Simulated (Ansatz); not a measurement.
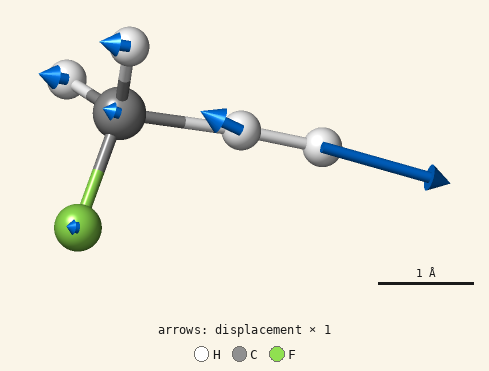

This is a relaxation of CH₄F (multiplicity 2). The starting structure is drawn; blue arrows show the displacements, at their true length. The two geometries are superimposed by the best rigid fit.

The picture is a ball-and-stick view, seen at a tilt.

These are results of UKS PBE0-D4/def2-SVP in Ansatz, not measurements.

The input:
```yaml
crystal:
  periodic: [false, false, false]
  atoms:
    - {symbol: H, position_ang: [0.290782, 0.527958, 0.696394]}
    - {symbol: C, position_ang: [-0.212371, -0.215385, -0.345281]}
    - {symbol: F, position_ang: [0.710515, -1.150719, -0.639760]}
    - {symbol: H, position_ang: [0.674807, 0.992360, 1.392689]}
    - {symbol: H, position_ang: [-0.337638, 0.501867, -1.155588]}
    - {symbol: H, position_ang: [-1.126095, -0.656181, 0.051646]}
basis:
  gaussian: {orbitals: def2-SVP}
magnetization: {spin_polarized: true, initial_magnetization: 1}
hamiltonian: {xc: pbe0, dispersion: d4}
relax: {f_tol: 0.01, max_steps: 60, escape_saddle: false}
```

Run as
```bash
ansatz run in.yaml --threads 2 --pin off --events-out ev --progress --plain --max-ram 4352MiB
```

> Which element moves most?

Hydrogen: up to 1.47 Å, against 0.20 Å for carbon.

> What happened in the run?

H4 moves most after the best rigid fit: 1.47 Å. By element the largest moves are H 1.47 Å, C 0.20 Å, F 0.13 Å. Among the contacts that change: H1–H4 0.921 → 2.879 Å, H1–C2 1.375 → 1.103 Å, C2–F3 1.347 → 1.363 Å, C2–H5 1.089 → 1.103 Å. Among the angles between lasting bonds that change: H5–C2–H6 116.2° → 108.9°, H1–C2–H5 104.5° → 108.9°, H1–C2–F3 106.9° → 110.0°. After 17 geometry steps the energy has fallen by 0.386 eV. Largest force component: 0.62 eV/Å at the start, 0.00087 eV/Å at the end. Cost: 14 s on 2 threads of Arm Neoverse V2 (shared host).
